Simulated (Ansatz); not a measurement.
Method: PBE (plane waves to 420 eV, PAW; Ansatz, a first-principles code).

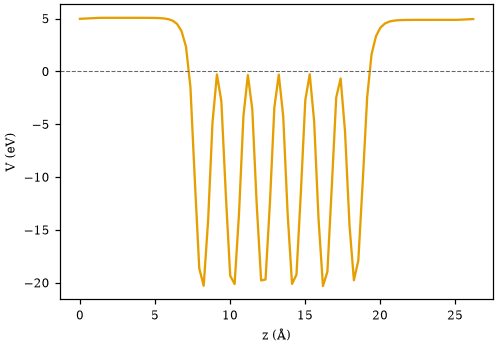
Planar average of the electrostatic potential across the slab, in eV from the Fermi level, for a constructed model of the (111) surface of fcc Ni, ferromagnetic, (√3x√3)R30° surface alloy, Mn on one Ni site of the top plane (bottom of the slab: a bare face, its two planes held)

Set-up: 18 atoms, 10.2 Å thick at the start (thin: gaps and levels are the slab's own); mesh 10x10x1; 0.1 eV smearing; dipole correction on; 6 atoms held, the rest relaxed; symmetry of the start imposed; spin-polarised, ending with about 14.3 μB a cell; orders that need a larger cell were not tried, no spin-orbit, no U. It is one candidate, not shown to be the stable structure of the face.

The vacuum level lies 4.88 eV above the Fermi level over the top face and 5.07 eV above it under the bottom face.
